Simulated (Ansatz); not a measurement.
# revPBE/cc-pVDZ run of AsF3 (arsenic trifluoride)

Aim: the energy change on altering one bond length of AsF3 (arsenic trifluoride) at revPBE/cc-pVDZ, from 2 runs. 

Program for the calculation: Ansatz 0.2.0.

33 further runs of the same task are left out: 3 that didn't finish, 30 set aside as unsound or not needed.

## (1) Starting point

The species is AsF3 (4 atoms), meant as a singlet with charge 0. SMILES: `F[As](F)F`. The coordinates come from a PBE0-D4/def2-TZVP relaxation.

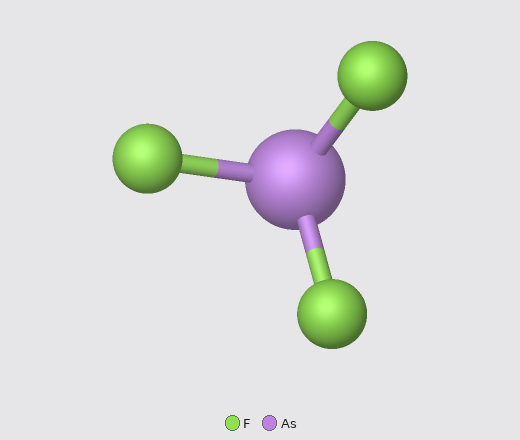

The structure, seen from a chosen angle (fluorine green, arsenic purple).

## (2) The energy at revPBE/cc-pVDZ

The input, in.yaml:

```yaml
crystal:
  periodic: [false, false, false]
  atoms:
    - {symbol: F, position_ang: [-0.445870, 0.395590, 1.362650]}
    - {symbol: As, position_ang: [-0.461950, -0.457240, -0.125630]}
    - {symbol: F, position_ang: [1.203970, -0.865930, -0.112740]}
    - {symbol: F, position_ang: [-0.296160, 0.927580, -1.124280]}
basis:
  gaussian: {orbitals: cc-pVDZ}
magnetization: {spin_polarized: false}
hamiltonian: {xc: {name: revPBE}}
accuracy: high
output: {orbitals: {seedname: orbitals}}
```

Launch:

```bash
$ ansatz run in.yaml --threads 1 --pin off --max-ram 3480MiB --events-out events.jsonl --progress --plain --runs-dir runs
```

Standard output:

```text
Warning: RAYON_NUM_THREADS=1 ignored (pool sized by the plan → 1); use --threads N
Functional definition: revPBE
  name "revPBE"
  parameter kappa = 1.245
  parameter beta = 0.06672455060314922
  exchange = pbe_x(kappa = kappa, mu = beta*pi^2/3)
  correlation = pbe_c(beta = beta)
1414 factors; integrals over basis functions are off by at most 4.5e-9 eV
mean field evaluation 1: about -68980.9944 eV, gradient 5.3e1 eV
mean field evaluation 2: about -68960.7073 eV, gradient 1.2e2 eV
mean field evaluation 4: about -68985.4407 eV, gradient 1.6e0 eV
mean field evaluation 8: about -68985.4467 eV, gradient 6.6e-2 eV
mean field evaluation 16: about -68985.4467 eV, gradient 5.9e-6 eV
mean field -68985.44666157 eV, -2535.1684047974 hartree, gradient 2.8e-8 eV, S^2 0.000000; 0 other end points of the search recorded, 0 dependent functions left out
reference -68985.44666405 eV, -2535.1684048887 hartree; 30, 30 occupied and 39, 39 virtual orbitals, 1414 factors
Total energy: -68985.44666405 eV, -2535.1684048887 hartree
```

Wall time 3.6 s (1 thread of Arm Neoverse V2, shared host); peak memory 0.16 GiB.

## (3) The distorted shape

The input, input.yaml:

```yaml
crystal:
  periodic: [false, false, false]
  atoms:
    - {symbol: F, position_ang: [-0.443458, 0.523517, 1.585896]}
    - {symbol: As, position_ang: [-0.461950, -0.457240, -0.125630]}
    - {symbol: F, position_ang: [1.203970, -0.865930, -0.112740]}
    - {symbol: F, position_ang: [-0.296160, 0.927580, -1.124280]}
basis:
  gaussian:
    orbitals: cc-pVDZ
output:
  orbitals: {seedname: orbitals}
hamiltonian:
  xc: {name: revPBE}
accuracy: high
```

Launch:

```bash
$ ansatz run input.yaml --threads 1 --pin off --max-ram 3480MiB --events-out events.jsonl --progress --plain --runs-dir runs
```

Standard output:

```text
Warning: RAYON_NUM_THREADS=1 ignored (pool sized by the plan → 1); use --threads N
Functional definition: revPBE
  name "revPBE"
  parameter kappa = 1.245
  parameter beta = 0.06672455060314922
  exchange = pbe_x(kappa = kappa, mu = beta*pi^2/3)
  correlation = pbe_c(beta = beta)
1400 factors; integrals over basis functions are off by at most 4.5e-9 eV
mean field evaluation 1: about -68979.6828 eV, gradient 5.7e1 eV
mean field evaluation 2: about -68900.5204 eV, gradient 2.1e2 eV
mean field evaluation 4: about -68984.5553 eV, gradient 1.9e1 eV
mean field evaluation 8: about -68985.1692 eV, gradient 4.4e-1 eV
mean field evaluation 16: about -68985.1697 eV, gradient 6.9e-5 eV
mean field -68985.16968668 eV, -2535.1582261580 hartree, gradient 3.2e-9 eV, S^2 0.000000; 0 other end points of the search recorded, 0 dependent functions left out
reference -68985.16968915 eV, -2535.1582262488 hartree; 30, 30 occupied and 39, 39 virtual orbitals, 1400 factors
Total energy: -68985.16968915 eV, -2535.1582262488 hartree
```

Wall time 3.6 s (1 thread of Arm Neoverse V2, shared host); peak memory 0.16 GiB.

## (4) What came out

Level: revPBE/cc-pVDZ.

| quantity | value |
| --- | --- |
| first shape: total energy | -2535.16840 Eh |
| first shape: HOMO energy | -7.94 eV |
| first shape: LUMO energy | -1.30 eV |
| first shape: HOMO–LUMO gap | 6.63 eV |
| distorted shape: total energy | -2535.15823 Eh |
| distorted shape: HOMO energy | -7.90 eV |
| distorted shape: LUMO energy | -2.44 eV |
| distorted shape: HOMO–LUMO gap | 5.47 eV |
| energy change with the F1–As2 bond stretched from 1.715 to 1.973 Å | 0.277 eV |

In words: With the F1–As2 bond stretched from 1.715 to 1.973 Å the energy rises by 0.28 eV (26.7 kJ/mol). The first shape isn't relaxed at this level, so the change isn't measured from a minimum.
